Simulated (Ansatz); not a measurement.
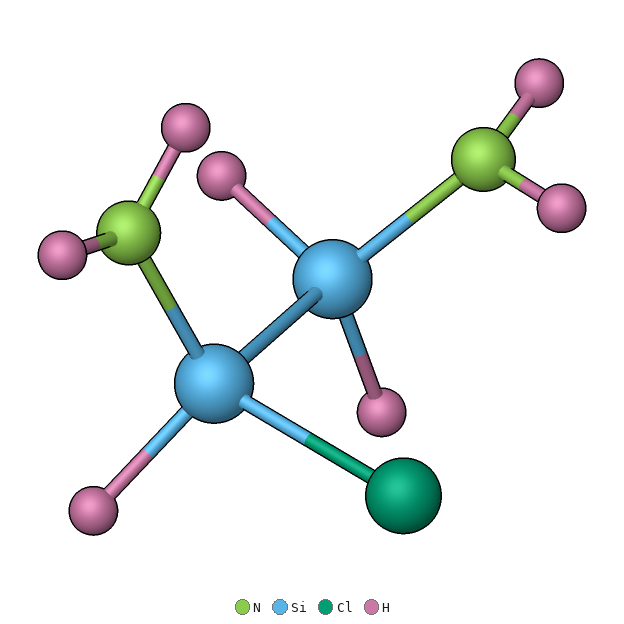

Harmonic vibrations computed with RKS PBE0-D4/def2-TZVP (Ansatz 0.2.0) at a stationary point of the same level.

Question: Minimum or transition state?

Answer: A minimum: no imaginary frequency, and the lowest mode lies at 34 cm⁻¹.

Question: How many vibrational modes are there, and where do they lie?

Answer: 30 modes: 34, 93, 125, 213, 239, 273, 322, 415, 433, 463, 498, 528, 676, 691, 786, 809, 850, 881, 900, 944, 962, 1581, 1582, 2167, 2216, 2239, 3584, 3595, 3677, 3691 cm⁻¹.
